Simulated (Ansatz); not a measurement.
# FH2O2Si radical (SMILES O[Si](O)F): the energy over two coordinates, part 1 of 2

How do the bond length Si2–O3 and the angle O3–Si2–F4 shape the energy together? Both are set rigidly from the minimum, the first before the second.

Computed with Ansatz 0.2.0, Gaussian basis. Level: single points in def2-TZVPP.

Levels: PBE-D4, r2SCAN-D4, PBE0-D4, Hartree-Fock, MP2, CCSD, CCSD(T).

Correlated methods freeze the cores. Orbitals are unrestricted.

5 further runs of the same task are left out: 5 set aside as unsound or not needed.

## (1) The starting structure

SMILES `O[Si](O)F`, 6 atoms, charge 0, spin multiplicity 2.

Atoms are counted from 1 here; the program's logs count them from 0.

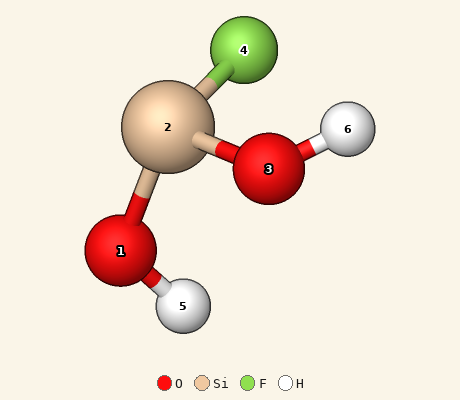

Start geometry, drawn with oxygen red, silicon light orange, fluorine green, hydrogen white; atoms are numbered from 1 in the order of the file.

As a file:

```
O    -0.5478    1.2996   -0.5040
Si    0.5495    0.1537   -0.5221
O     0.7913   -0.2854    1.0361
F    -0.0464   -1.1153   -1.2081
H    -1.4099    1.1020   -0.0665
H     0.7053   -1.2187    1.2185
```

## (2) A first relaxation in a small basis

The input, pre/in.yaml:

```yaml
crystal:
  periodic: [false, false, false]
  atoms:
    - {symbol: O, position_ang: [-0.547800, 1.299600, -0.504000]}
    - {symbol: Si, position_ang: [0.549500, 0.153700, -0.522100]}
    - {symbol: O, position_ang: [0.791300, -0.285400, 1.036100]}
    - {symbol: F, position_ang: [-0.046400, -1.115300, -1.208100]}
    - {symbol: H, position_ang: [-1.409900, 1.102000, -0.066500]}
    - {symbol: H, position_ang: [0.705300, -1.218700, 1.218500]}
basis:
  gaussian: {orbitals: def2-SVP}
magnetization: {spin_polarized: true, initial_magnetization: 1}
hamiltonian: {xc: pbe, dispersion: d4}
relax: {f_tol: 0.03, max_steps: 250}
```

The command line of these runs was not kept.

The log in pre was not kept; the run's report gives a total energy of -14704.887258 eV.

Run time: 20 s. Hardware: 4 threads, shared host; peak memory 0.19 GiB.

Close pairs (by a distance rule), those that changed most:

```
  bond  before (Å)  after (Å)  change (Å)
O1–Si2       1.587      1.670      +0.083
Si2–F4       1.561      1.638      +0.078
Si2–O3       1.637      1.679      +0.042
 O3–H6       0.955      0.975      +0.020
 O1–H5       0.987      0.975      -0.012
```

## (3) Finding the minimum

The input, relax/in.yaml:

```yaml
crystal:
  periodic: [false, false, false]
  atoms:
    - {symbol: O, position_ang: [-0.934738, 1.031582, -0.629728]}
    - {symbol: Si, position_ang: [0.386643, 0.027958, -0.444367]}
    - {symbol: O, position_ang: [0.323023, -0.593606, 1.113680]}
    - {symbol: F, position_ang: [0.170452, -1.150297, -1.562009]}
    - {symbol: H, position_ang: [-1.025711, 1.694752, 0.079164]}
    - {symbol: H, position_ang: [1.122330, -1.074488, 1.397160]}
basis:
  gaussian: {orbitals: def2-TZVP}
magnetization: {spin_polarized: true, initial_magnetization: 1}
hamiltonian: {xc: pbe0, dispersion: d4}
relax: {f_tol: 0.005, max_steps: 200}
```

What it wrote (excerpt; [...] marks lines left out):

```text
Functional definition: PBE0
  name "PBE0"
  cite "Adamo & Barone, J. Chem. Phys. 110, 6158 (1999) doi:10.1063/1.478522"
  cite "Perdew, Burke & Ernzerhof, Phys. Rev. Lett. 77, 3865 (1996) doi:10.1103/PhysRevLett.77.3865"
  parent pbe
[...]
814 factors; their error is unknown
[...]
mean field -14717.23228056 eV, -540.8483106121 hartree, gradient 2.4e-5 eV, S^2 0.751885; 0 other end points of the search recorded, 0 dependent functions left out
[...]
reference -14717.23230537 eV, -540.8483115240 hartree; 21, 20 occupied and 121, 122 virtual orbitals, 814 factors
[...]
reference -14717.32355505 eV, -540.8516648879 hartree; 21, 20 occupied and 121, 122 virtual orbitals, 814 factors
Total energy: -14717.40401940 eV, -540.8546218982 hartree
Atom 0 at    -0.887312     1.032021    -0.626322 Å, force    -0.000208    -0.000080    -0.000713 eV/Å
Atom 1 at     0.382886     0.026226    -0.446519 Å, force    -0.000508    -0.001524     0.001853 eV/Å
Atom 2 at     0.346326    -0.560693     1.083424 Å, force     0.001197     0.000009    -0.000615 eV/Å
Atom 3 at     0.159445    -1.133927    -1.516285 Å, force     0.000097     0.000444    -0.000722 eV/Å
Atom 4 at    -1.051627     1.658840     0.081082 Å, force     0.000190     0.000314     0.000358 eV/Å
Atom 5 at     1.092282    -1.086566     1.378520 Å, force    -0.000769     0.000836    -0.000161 eV/Å
Dipole moment:     0.283188     0.170653     0.427941 e Å
```

Wall time 24 s (4 threads, shared host); peak memory 0.34 GiB.

Step by step:

```
step  energy from step 1 (eV)  largest force component (eV/Å)
   1                   0.0000                          1.1930
   2                  -0.0595                          0.7455
   3                  -0.0886                          0.0940
   4                  -0.0883                          0.3324
   5                  -0.0907                          0.0481
   6                  -0.0917                          0.0205
   7                  -0.0918                          0.0083
   8                  -0.0918                          0.0083
   9                  -0.0919                          0.0067
  10                  -0.0919                          0.0078
  11                  -0.0919                          0.0019
```

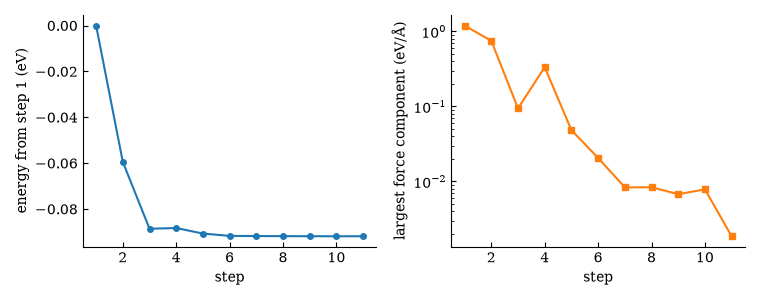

Energy and force, step by step.

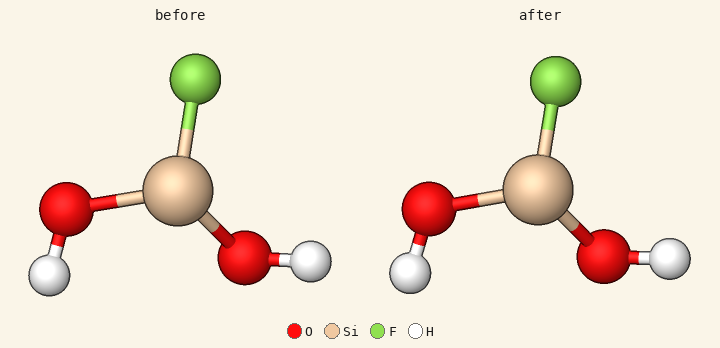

The geometry before (left) and after (right).

Close pairs (by a distance rule), those that changed most:

```
  bond  before (Å)  after (Å)  change (Å)
Si2–F4       1.638      1.594      -0.045
Si2–O3       1.679      1.639      -0.040
O1–Si2       1.670      1.630      -0.039
 O3–H6       0.975      0.959      -0.016
 O1–H5       0.975      0.959      -0.016
```

## (4) Reference energies at the minimum

The input, min-pbe-tzvpp/in.yaml:

```yaml
crystal:
  periodic: [false, false, false]
  atoms:
    - {symbol: O, position_ang: [-0.887312, 1.032021, -0.626322]}
    - {symbol: Si, position_ang: [0.382886, 0.026226, -0.446519]}
    - {symbol: O, position_ang: [0.346326, -0.560693, 1.083424]}
    - {symbol: F, position_ang: [0.159445, -1.133927, -1.516285]}
    - {symbol: H, position_ang: [-1.051627, 1.658840, 0.081082]}
    - {symbol: H, position_ang: [1.092282, -1.086566, 1.378520]}
basis:
  gaussian: {orbitals: def2-TZVPP}
magnetization: {spin_polarized: true, initial_magnetization: 1}
hamiltonian: {xc: pbe, dispersion: d4}
```

min-r2scan-tzvpp/in.yaml, as changes to min-pbe-tzvpp/in.yaml:

```diff
-hamiltonian: {xc: pbe, dispersion: d4}
+hamiltonian: {xc: r2scan, dispersion: d4}
```

min-pbe0-tzvpp/in.yaml:

```diff
-hamiltonian: {xc: pbe, dispersion: d4}
+hamiltonian: {xc: pbe0, dispersion: d4}
```

min-b3lyp-tzvpp/in.yaml:

```diff
-hamiltonian: {xc: pbe, dispersion: d4}
+hamiltonian: {xc: {name: B3LYP}, dispersion: d4}
```

min-wb97mv-tzvpp/in.yaml:

```diff
-hamiltonian: {xc: pbe, dispersion: d4}
+hamiltonian: {xc: {name: wB97M-V}}
```

min-ccsdt-tzvpp/in.yaml:

```diff
-hamiltonian: {xc: pbe, dispersion: d4}
+correlation: {method: ccsd_t}
+scf: {omitted_lower_state_checks: [cluster_reference]}
```

Log of min-pbe-tzvpp (excerpt; [...] marks lines left out):

```text
Functional definition: PBE
  name "PBE"
[... 2 set-up lines as earlier in the session ...]
[...]
864 factors; their error is unknown
[...]
mean field -14716.74072606 eV, -540.8302463177 hartree, gradient 3.1e-5 eV, S^2 0.751440; 0 other end points of the search recorded, 0 dependent functions left out
reference -14716.74076037 eV, -540.8302475783 hartree; 21, 20 occupied and 142, 143 virtual orbitals, 864 factors
Total energy: -14716.83805928 eV, -540.8338232474 hartree
```

min-r2scan-tzvpp printed (excerpt; [...] marks lines left out):

```text
Functional definition: r2SCAN
  name "r2SCAN"
  cite "Furness, Kaplan, Ning, Perdew & Sun, J. Phys. Chem. Lett. 11, 8208 (2020) doi:10.1021/acs.jpclett.0c02405"
  cite "Furness, Kaplan, Ning, Perdew & Sun, J. Phys. Chem. Lett. 11, 9248 (2020) doi:10.1021/acs.jpclett.0c03077"
  parent r2scan
[...]
864 factors; their error is unknown
[...]
mean field -14724.02986502 eV, -541.0981172337 hartree, gradient 3.7e-5 eV, S^2 0.752402; 0 other end points of the search recorded, 0 dependent functions left out
reference -14724.02987645 eV, -541.0981176535 hartree; 21, 20 occupied and 142, 143 virtual orbitals, 864 factors
Total energy: -14724.05184645 eV, -541.0989250363 hartree
```

Output in min-pbe0-tzvpp (excerpt; [...] marks lines left out):

```text
[... 5 set-up lines as earlier in the session ...]
[...]
867 factors; their error is unknown
[...]
mean field -14717.41377502 eV, -540.8549804105 hartree, gradient 4.6e-5 eV, S^2 0.751599; 0 other end points of the search recorded, 0 dependent functions left out
reference -14717.41380015 eV, -540.8549813342 hartree; 21, 20 occupied and 142, 143 virtual orbitals, 867 factors
Total energy: -14717.49426450 eV, -540.8579383445 hartree
```

min-b3lyp-tzvpp printed (excerpt; [...] marks lines left out):

```text
Functional definition: B3LYP
  name "B3LYP"
  cite "Stephens, Devlin, Chabalowski & Frisch, J. Phys. Chem. 98, 11623 (1994) doi:10.1021/j100096a001"
  cite "Becke, Phys. Rev. A 38, 3098 (1988) doi:10.1103/PhysRevA.38.3098"
  cite "Lee, Yang & Parr, Phys. Rev. B 37, 785 (1988) doi:10.1103/PhysRevB.37.785"
  cite "Vosko, Wilk & Nusair, Can. J. Phys. 58, 1200 (1980) doi:10.1139/p80-159"
[...]
867 factors; their error is unknown
[...]
mean field -14728.22020373 eV, -541.2521093410 hartree, gradient 4.9e-5 eV, S^2 0.751466; 0 other end points of the search recorded, 0 dependent functions left out
reference -14728.22041091 eV, -541.2521169544 hartree; 21, 20 occupied and 142, 143 virtual orbitals, 867 factors
Total energy: -14728.37902323 eV, -541.2579458500 hartree
```

Output in min-wb97mv-tzvpp (excerpt; [...] marks lines left out):

```text
Functional definition: wB97M-V
  name "wB97M-V"
  cite "Mardirossian & Head-Gordon, J. Chem. Phys. 144, 214110 (2016) doi:10.1063/1.4952647"
  cite "Becke, J. Chem. Phys. 107, 8554 (1997) doi:10.1063/1.475007"
  cite "Vydrov & Van Voorhis, J. Chem. Phys. 133, 244103 (2010) doi:10.1063/1.3521275"
  # Of w^i u^j: cxij and so on, Table III.
[...]
  gx(w, u) = 1 - cx + cx01*u + cx10*w
[...]
      + integral(e_c_pw_mod_opposite_spin*gos(b97_w_opposite, b97_u_opposite)) + vv10(b, c)
867 factors; their error is unknown
175 factors; integrals over basis functions are off by at most 6.8e-6 eV
[...]
mean field -14725.33462422 eV, -541.1460662497 hartree, gradient 6.8e-5 eV, S^2 0.751185; 0 other end points of the search recorded, 0 dependent functions left out
reference -14725.33466197 eV, -541.1460676372 hartree; 21, 20 occupied and 142, 143 virtual orbitals, 867 factors
Total energy: -14725.33466197 eV, -541.1460676372 hartree
```

Log of min-ccsdt-tzvpp (excerpt; [...] marks lines left out):

```text
Functional definition: HF
  name "HF"
  cite "Fock, Z. Phys. 61, 126 (1930) doi:10.1007/BF01340294"
[... 1 set-up line as earlier in the session ...]
[...]
1018 factors; integrals over basis functions are off by at most 1.2e-3 eV
[...]
mean field -14681.27676110 eV, -539.5269696434 hartree, gradient 6.8e-6 eV, S^2 0.753103; 0 other end points of the search recorded, 0 dependent functions left out
[...]
reference -14681.27676110 eV, -539.5269696434 hartree; 13, 12 occupied and 142, 143 virtual orbitals, 1018 factors
second order -22.40941221 eV of doubles, -0.00000000 eV of singles
cycle   1  -22.07428618 eV  change    3.4e-1 eV  update   9.6e-2
[...]
cycle  10  -22.62156354 eV  change    8.8e-6 eV  update   1.8e-5
perturbative correction -0.74731847 eV, -0.0274634471 hartree
Total energy: -14704.64564310 eV, -540.3857602172 hartree
Checks for a lower state left out: cluster_reference
```

Wall times: 1.6 s (min-pbe-tzvpp), 2.7 s (min-r2scan-tzvpp), 2 s (min-pbe0-tzvpp), 2.2 s (min-b3lyp-tzvpp), 5.5 s (min-wb97mv-tzvpp), 51 s (min-ccsdt-tzvpp) on 4 threads, shared host; peak memory 3.4 GiB.

At the minimum the bond length Si2–O3 is 1.639 Å and the angle O3–Si2–F4 is 111.3°.

## (5) Si2–O3 = 1.344 Å, O3–Si2–F4 = 87.3°

The input, ccsdt-tzvpp/in.yaml:

```yaml
crystal:
  periodic: [false, false, false]
  atoms:
    - {symbol: O, position_ang: [-0.887312, 1.032021, -0.626322]}
    - {symbol: Si, position_ang: [0.382886, 0.026226, -0.446519]}
    - {symbol: O, position_ang: [0.268617, -0.916094, 0.504960]}
    - {symbol: F, position_ang: [0.159445, -1.133927, -1.516285]}
    - {symbol: H, position_ang: [-1.051627, 1.658840, 0.081082]}
    - {symbol: H, position_ang: [0.992456, -1.536885, 0.608643]}
basis:
  gaussian: {orbitals: def2-TZVPP}
magnetization: {spin_polarized: true, initial_magnetization: 1}
correlation: {method: ccsd_t}
scf: {omitted_lower_state_checks: [cluster_reference]}
```

What it wrote (excerpt; [...] marks lines left out):

```text
[... 4 set-up lines as earlier in the session ...]
[...]
1018 factors; integrals over basis functions are off by at most 1.2e-3 eV
[...]
mean field -14677.91870590 eV, -539.4035633911 hartree, gradient 6.0e-6 eV, S^2 0.752639; 0 other end points of the search recorded, 0 dependent functions left out
[...]
reference -14677.91870590 eV, -539.4035633911 hartree; 13, 12 occupied and 142, 143 virtual orbitals, 1018 factors
second order -22.19639240 eV of doubles, -0.00000000 eV of singles
cycle   1  -21.95239759 eV  change    2.4e-1 eV  update   9.1e-2
[...]
cycle  10  -22.45939270 eV  change    1.3e-6 eV  update   2.3e-5
perturbative correction -0.71408618 eV, -0.0262421830 hartree
Total energy: -14701.09218478 eV, -540.2551730325 hartree
Checks for a lower state left out: cluster_reference
```

Run time: 52 s. Hardware: 4 threads, shared host; peak memory 3.4 GiB.

The other levels were run on the same coordinates; their logs were not kept, and their results stand in the tables.

## (6) Si2–O3 = 1.344 Å, O3–Si2–F4 = 99.3°

ccsdt-tzvpp/in.yaml: that of step 5 with these lines changed.

```diff
@@ -5,6 +5,6 @@
     - {symbol: Si, position_ang: [0.382886, 0.026226, -0.446519]}
-    - {symbol: O, position_ang: [0.268617, -0.916094, 0.504960]}
+    - {symbol: O, position_ang: [0.309212, -0.701115, 0.681259]}
     - {symbol: F, position_ang: [0.159445, -1.133927, -1.516285]}
     - {symbol: H, position_ang: [-1.051627, 1.658840, 0.081082]}
-    - {symbol: H, position_ang: [0.992456, -1.536885, 0.608643]}
+    - {symbol: H, position_ang: [1.042734, -1.284341, 0.885876]}
 basis:
```

What it wrote (excerpt; [...] marks lines left out):

```text
[... 4 set-up lines as earlier in the session ...]
[...]
1018 factors; integrals over basis functions are off by at most 1.2e-3 eV
[...]
mean field -14678.71010744 eV, -539.4326468614 hartree, gradient 7.4e-6 eV, S^2 0.752342; 0 other end points of the search recorded, 0 dependent functions left out
[...]
reference -14678.71010744 eV, -539.4326468614 hartree; 13, 12 occupied and 142, 143 virtual orbitals, 1018 factors
second order -22.16061911 eV of doubles, -0.00000000 eV of singles
cycle   1  -21.92722000 eV  change    2.3e-1 eV  update   9.0e-2
[...]
cycle  10  -22.42872574 eV  change    2.0e-6 eV  update   1.9e-5
perturbative correction -0.70830584 eV, -0.0260297595 hartree
Total energy: -14701.84713903 eV, -540.2829170893 hartree
Checks for a lower state left out: cluster_reference
```

It took 61 s on 4 threads, shared host; peak memory 3.3 GiB.

## (7) Si2–O3 = 1.344 Å, O3–Si2–F4 = 111.3°

ccsdt-tzvpp/in.yaml: that of step 6 with these lines changed.

```diff
@@ -5,6 +5,6 @@
     - {symbol: Si, position_ang: [0.382886, 0.026226, -0.446519]}
-    - {symbol: O, position_ang: [0.309212, -0.701115, 0.681259]}
+    - {symbol: O, position_ang: [0.353026, -0.454347, 0.808270]}
     - {symbol: F, position_ang: [0.159445, -1.133927, -1.516285]}
     - {symbol: H, position_ang: [-1.051627, 1.658840, 0.081082]}
-    - {symbol: H, position_ang: [1.042734, -1.284341, 0.885876]}
+    - {symbol: H, position_ang: [1.099019, -0.980043, 1.103590]}
 basis:
```

What it wrote (excerpt; [...] marks lines left out):

```text
[... 4 set-up lines as earlier in the session ...]
[...]
1019 factors; integrals over basis functions are off by at most 1.2e-3 eV
[...]
mean field -14678.91616614 eV, -539.4402193791 hartree, gradient 9.9e-6 eV, S^2 0.752149; 0 other end points of the search recorded, 0 dependent functions left out
[...]
reference -14678.91616614 eV, -539.4402193791 hartree; 13, 12 occupied and 142, 143 virtual orbitals, 1019 factors
second order -22.16241751 eV of doubles, -0.00000000 eV of singles
cycle   1  -21.92866671 eV  change    2.3e-1 eV  update   8.9e-2
[...]
cycle  10  -22.42984024 eV  change    9.9e-7 eV  update   1.8e-5
perturbative correction -0.70764772 eV, -0.0260055740 hartree
Total energy: -14702.05365410 eV, -540.2905063783 hartree
Checks for a lower state left out: cluster_reference
```

Wall time 70 s (4 threads, shared host); peak memory 3.4 GiB.

## (8) Si2–O3 = 1.344 Å, O3–Si2–F4 = 123.3°

ccsdt-tzvpp/in.yaml: that of step 7 with these lines changed.

```diff
@@ -5,6 +5,6 @@
     - {symbol: Si, position_ang: [0.382886, 0.026226, -0.446519]}
-    - {symbol: O, position_ang: [0.353026, -0.454347, 0.808270]}
+    - {symbol: O, position_ang: [0.398146, -0.186576, 0.880440]}
     - {symbol: F, position_ang: [0.159445, -1.133927, -1.516285]}
     - {symbol: H, position_ang: [-1.051627, 1.658840, 0.081082]}
-    - {symbol: H, position_ang: [1.099019, -0.980043, 1.103590]}
+    - {symbol: H, position_ang: [1.158851, -0.637291, 1.252270]}
 basis:
```

What it wrote (excerpt; [...] marks lines left out):

```text
[... 4 set-up lines as earlier in the session ...]
[...]
1019 factors; integrals over basis functions are off by at most 1.6e-3 eV
[...]
mean field -14678.74763778 eV, -539.4340260759 hartree, gradient 2.1e-6 eV, S^2 0.752083; 0 other end points of the search recorded, 0 dependent functions left out
[...]
reference -14678.74763778 eV, -539.4340260759 hartree; 13, 12 occupied and 142, 143 virtual orbitals, 1019 factors
second order -22.19300978 eV of doubles, -0.00000000 eV of singles
cycle   1  -21.95152558 eV  change    2.4e-1 eV  update   9.0e-2
[...]
cycle  10  -22.45633471 eV  change    7.8e-7 eV  update   1.9e-5
perturbative correction -0.71121518 eV, -0.0261366759 hartree
Total energy: -14701.91518767 eV, -540.2854178309 hartree
Checks for a lower state left out: cluster_reference
```

Run time: 63 s. Hardware: 4 threads, shared host; peak memory 3.3 GiB.

## (9) Si2–O3 = 1.344 Å, O3–Si2–F4 = 135.3°

ccsdt-tzvpp/in.yaml: that of step 8 with these lines changed.

```diff
@@ -5,6 +5,6 @@
     - {symbol: Si, position_ang: [0.382886, 0.026226, -0.446519]}
-    - {symbol: O, position_ang: [0.398146, -0.186576, 0.880440]}
+    - {symbol: O, position_ang: [0.442598, 0.090495, 0.894615]}
     - {symbol: F, position_ang: [0.159445, -1.133927, -1.516285]}
     - {symbol: H, position_ang: [-1.051627, 1.658840, 0.081082]}
-    - {symbol: H, position_ang: [1.158851, -0.637291, 1.252270]}
+    - {symbol: H, position_ang: [1.219617, -0.271065, 1.325418]}
 basis:
```

What it wrote (excerpt; [...] marks lines left out):

```text
[... 4 set-up lines as earlier in the session ...]
[...]
1019 factors; integrals over basis functions are off by at most 1.7e-3 eV
[...]
mean field -14678.28798797 eV, -539.4171342569 hartree, gradient 2.5e-6 eV, S^2 0.752198; 0 other end points of the search recorded, 0 dependent functions left out
[...]
reference -14678.28798797 eV, -539.4171342569 hartree; 13, 12 occupied and 142, 143 virtual orbitals, 1019 factors
second order -22.25145455 eV of doubles, -0.00000000 eV of singles
cycle   1  -21.99534080 eV  change    2.6e-1 eV  update   9.1e-2
[...]
cycle  10  -22.50784438 eV  change    4.0e-6 eV  update   2.5e-5
perturbative correction -0.71909493 eV, -0.0264262513 hartree
Total energy: -14701.51492728 eV, -540.2707085329 hartree
Checks for a lower state left out: cluster_reference
```

It took 72 s on 4 threads, shared host; peak memory 3.3 GiB.

## (10) Si2–O3 = 1.514 Å, O3–Si2–F4 = 87.3°

ccsdt-tzvpp/in.yaml: that of step 9 with these lines changed.

```diff
@@ -5,6 +5,6 @@
     - {symbol: Si, position_ang: [0.382886, 0.026226, -0.446519]}
-    - {symbol: O, position_ang: [0.442598, 0.090495, 0.894615]}
+    - {symbol: O, position_ang: [0.254164, -1.035286, 0.625311]}
     - {symbol: F, position_ang: [0.159445, -1.133927, -1.516285]}
     - {symbol: H, position_ang: [-1.051627, 1.658840, 0.081082]}
-    - {symbol: H, position_ang: [1.219617, -0.271065, 1.325418]}
+    - {symbol: H, position_ang: [0.978003, -1.656078, 0.728994]}
 basis:
```

What it wrote (excerpt; [...] marks lines left out):

```text
[... 4 set-up lines as earlier in the session ...]
[...]
1017 factors; integrals over basis functions are off by at most 1.2e-3 eV
[...]
mean field -14680.22448530 eV, -539.4882992212 hartree, gradient 5.7e-6 eV, S^2 0.753141; 0 other end points of the search recorded, 0 dependent functions left out
[...]
reference -14680.22448530 eV, -539.4882992212 hartree; 13, 12 occupied and 142, 143 virtual orbitals, 1017 factors
second order -22.32738710 eV of doubles, -0.00000000 eV of singles
cycle   1  -22.03113595 eV  change    3.0e-1 eV  update   9.5e-2
[...]
cycle  10  -22.56280010 eV  change    7.4e-6 eV  update   2.6e-5
perturbative correction -0.73587301 eV, -0.0270428345 hartree
Total energy: -14703.52315841 eV, -540.3445096657 hartree
Checks for a lower state left out: cluster_reference
```

Run time: 77 s. Hardware: 4 threads, shared host; peak memory 3.3 GiB.

## (11) Si2–O3 = 1.514 Å, O3–Si2–F4 = 99.3°

ccsdt-tzvpp/in.yaml: that of step 10 with these lines changed.

```diff
@@ -5,6 +5,6 @@
     - {symbol: Si, position_ang: [0.382886, 0.026226, -0.446519]}
-    - {symbol: O, position_ang: [0.254164, -1.035286, 0.625311]}
+    - {symbol: O, position_ang: [0.299893, -0.793115, 0.823910]}
     - {symbol: F, position_ang: [0.159445, -1.133927, -1.516285]}
     - {symbol: H, position_ang: [-1.051627, 1.658840, 0.081082]}
-    - {symbol: H, position_ang: [0.978003, -1.656078, 0.728994]}
+    - {symbol: H, position_ang: [1.033415, -1.376341, 1.028526]}
 basis:
```

What it wrote (excerpt; [...] marks lines left out):

```text
[... 4 set-up lines as earlier in the session ...]
[...]
1017 factors; integrals over basis functions are off by at most 1.2e-3 eV
[...]
mean field -14680.87487997 eV, -539.5122007845 hartree, gradient 6.4e-6 eV, S^2 0.752776; 0 other end points of the search recorded, 0 dependent functions left out
[...]
reference -14680.87487997 eV, -539.5122007845 hartree; 13, 12 occupied and 142, 143 virtual orbitals, 1017 factors
second order -22.29841296 eV of doubles, -0.00000000 eV of singles
cycle   1  -22.00993585 eV  change    2.9e-1 eV  update   9.3e-2
[...]
cycle  10  -22.53614255 eV  change    6.4e-6 eV  update   2.0e-5
perturbative correction -0.73023761 eV, -0.0268357372 hartree
Total energy: -14704.14126013 eV, -540.3672244850 hartree
Checks for a lower state left out: cluster_reference
```

Run time: 74 s. Hardware: 4 threads, shared host; peak memory 3.4 GiB.

(Continued in part 2 of 2.)
